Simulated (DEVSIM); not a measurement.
Device: Ti/La2O3/SiO2/n-Si capacitor, at 300 K.

| layer (left to right) | material | thickness (nm) | Nd (cm⁻³) |
|---|---|---|---|
| 1 | La2O3 | 4.30 | - |
| 2 | SiO2 | 0.880 | - |
| 3 | Si | 6100 | 8.8e15 |

Metal gate on the left, work function 4.33 eV. Fixed charge at the semiconductor interface -2.6e10 cm⁻² (in units of +e); interface traps 1e10 cm⁻² eV⁻¹, uniform in energy, neutral level at 0.5 of the gap above the valence band.

Constants are typed, rounded textbook-type inputs, not results; the design itself was drawn at random and stands for no fabricated device. Values at 300 K.

| parameter | La2O3 | SiO2 | Si |
|---|---|---|---|
| gap (eV) | 5.8 | 9 | 1.124 |
| affinity (eV) | 1.8 | 0.9 | 4.05 |
| permittivity | 27 | 3.9 | 11.7 |
| Nc (cm⁻³) | - | - | 2.86e19 |
| Nv (cm⁻³) | - | - | 3.1e19 |

Simulated with DEVSIM: 1D Poisson equation in equilibrium, Boltzmann statistics, complete ionisation; no quantum confinement or tunnelling. Metal contacts follow the ideal Schottky-Mott rule: no Fermi-level pinning, no interface dipoles.

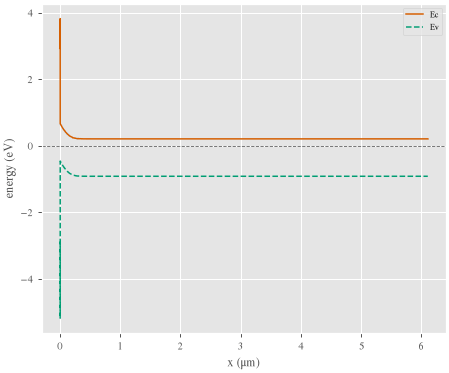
Figure: Band edges at -0.4 V on the gate

Energies count from the Fermi level of the right contact; mesh points crowd at the junctions.

```json
[
 {"x (μm)": "0.000", "Ec (eV)": "2.930", "Ev (eV)": "-2.870", "n (cm⁻³)": "< 1e2", "p (cm⁻³)": "< 1e2", "field (V/cm)": "-13000"},
 {"x (μm)": "0.001206", "Ec (eV)": "2.928", "Ev (eV)": "-2.872", "n (cm⁻³)": "< 1e2", "p (cm⁻³)": "< 1e2", "field (V/cm)": "-13000"},
 {"x (μm)": "0.002882", "Ec (eV)": "2.926", "Ev (eV)": "-2.874", "n (cm⁻³)": "< 1e2", "p (cm⁻³)": "< 1e2", "field (V/cm)": "-13000"},
 {"x (μm)": "0.004155", "Ec (eV)": "2.925", "Ev (eV)": "-2.876", "n (cm⁻³)": "< 1e2", "p (cm⁻³)": "< 1e2", "field (V/cm)": "-13000"},
 {"x (μm)": "0.004992", "Ec (eV)": "3.818", "Ev (eV)": "-5.182", "n (cm⁻³)": "< 1e2", "p (cm⁻³)": "< 1e2", "field (V/cm)": "-91000"},
 {"x (μm)": "0.006229", "Ec (eV)": "0.663", "Ev (eV)": "-0.461", "n (cm⁻³)": "2.1e8", "p (cm⁻³)": "5.5e11", "field (V/cm)": "-34000"},
 {"x (μm)": "0.009174", "Ec (eV)": "0.653", "Ev (eV)": "-0.471", "n (cm⁻³)": "3.1e8", "p (cm⁻³)": "3.7e11", "field (V/cm)": "-34000"},
 {"x (μm)": "0.02033", "Ec (eV)": "0.616", "Ev (eV)": "-0.508", "n (cm⁻³)": "1.3e9", "p (cm⁻³)": "9.0e10", "field (V/cm)": "-32000"},
 {"x (μm)": "0.04209", "Ec (eV)": "0.549", "Ev (eV)": "-0.575", "n (cm⁻³)": "1.7e10", "p (cm⁻³)": "6.8e9", "field (V/cm)": "-29000"},
 {"x (μm)": "0.09589", "Ec (eV)": "0.411", "Ev (eV)": "-0.713", "n (cm⁻³)": "3.5e12", "p (cm⁻³)": "3.3e7", "field (V/cm)": "-22000"},
 {"x (μm)": "0.2184", "Ec (eV)": "0.242", "Ev (eV)": "-0.882", "n (cm⁻³)": "2.4e15", "p (cm⁻³)": "48000", "field (V/cm)": "-6300"},
 {"x (μm)": "0.6825", "Ec (eV)": "0.209", "Ev (eV)": "-0.915", "n (cm⁻³)": "8.8e15", "p (cm⁻³)": "13000", "field (V/cm)": "≈ 0"},
 {"x (μm)": "1.587", "Ec (eV)": "0.209", "Ev (eV)": "-0.915", "n (cm⁻³)": "8.8e15", "p (cm⁻³)": "13000", "field (V/cm)": "≈ 0"},
 {"x (μm)": "3.531", "Ec (eV)": "0.209", "Ev (eV)": "-0.915", "n (cm⁻³)": "8.8e15", "p (cm⁻³)": "13000", "field (V/cm)": "≈ 0"},
 {"x (μm)": "5.293", "Ec (eV)": "0.209", "Ev (eV)": "-0.915", "n (cm⁻³)": "8.8e15", "p (cm⁻³)": "13000", "field (V/cm)": "≈ 0"},
 {"x (μm)": "5.758", "Ec (eV)": "0.209", "Ev (eV)": "-0.915", "n (cm⁻³)": "8.8e15", "p (cm⁻³)": "13000", "field (V/cm)": "≈ 0"},
 {"x (μm)": "5.962", "Ec (eV)": "0.209", "Ev (eV)": "-0.915", "n (cm⁻³)": "8.8e15", "p (cm⁻³)": "13000", "field (V/cm)": "≈ 0"},
 {"x (μm)": "6.044", "Ec (eV)": "0.209", "Ev (eV)": "-0.915", "n (cm⁻³)": "8.8e15", "p (cm⁻³)": "13000", "field (V/cm)": "≈ 0"},
 {"x (μm)": "6.087", "Ec (eV)": "0.209", "Ev (eV)": "-0.915", "n (cm⁻³)": "8.8e15", "p (cm⁻³)": "13000", "field (V/cm)": "≈ 0"},
 {"x (μm)": "6.098", "Ec (eV)": "0.209", "Ev (eV)": "-0.915", "n (cm⁻³)": "8.8e15", "p (cm⁻³)": "13000", "field (V/cm)": "≈ 0"},
 {"x (μm)": "6.103", "Ec (eV)": "0.209", "Ev (eV)": "-0.915", "n (cm⁻³)": "8.8e15", "p (cm⁻³)": "13000", "field (V/cm)": "≈ 0"},
 {"x (μm)": "6.105", "Ec (eV)": "0.209", "Ev (eV)": "-0.915", "n (cm⁻³)": "8.8e15", "p (cm⁻³)": "13000", "field (V/cm)": "≈ 0"}
]
```
